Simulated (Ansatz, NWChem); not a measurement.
## Predicting a hybrid from its neighbours: C4H6

The species is C4H6 (10 atoms), meant as a singlet with charge 0. SMILES: `C=CC=C`. The coordinates come from a PBE0-D4/def2-TZVP relaxation. This is one conformer, not always the lowest.

The electronic atomisation energy y, in eV, basis 6-31G(d); a is the functional's share of exact exchange. Programs: Ansatz 0.2.0, NWChem 7.3.0.

| functional | program | a | y (eV) |
| --- | --- | --- | --- |
| TPSS | NWChem | 0 | 44.18 |
| PBE | Ansatz | 0 | 44.97 |
| B3LYP | Ansatz | 0.2 | 43.76 |
| r2SCAN0 | Ansatz | 0.25 | 43.28 |
| PBE0 | Ansatz | 0.25 | ? |
| BHLYP | Ansatz | 0.5 | 42.54 |

Q: Fit y = c + s·a to the known rows and predict PBE0.

A: 
1. Means of the 5 rows: a = 0.1900, y = 43.746.
2. Σ(Δa)² = 0.172, Σ(Δa·Δy) = -0.7167, so the slope is -0.7167/0.172 = -4.1669.
3. Intercept: 43.746 − (-4.1669) × 0.1900 = 44.538. The largest residual of the fit is 0.43.
4. PBE0: 44.538 + (-4.1669) × 0.25 = 43.50 eV.

The run gave 44.13 eV, so the prediction is off by -0.63 eV, about the scatter of the fit. The rows mix families of semi-local functionals, which the line can't see.

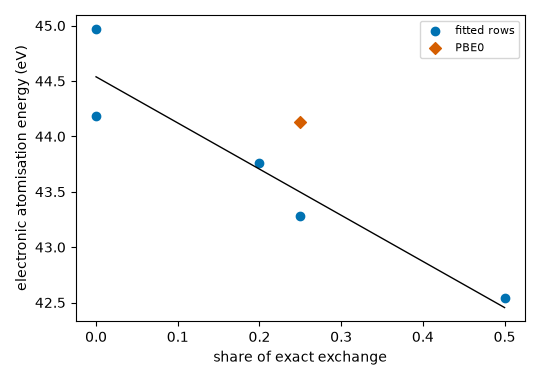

The fitted line, with the withheld row.
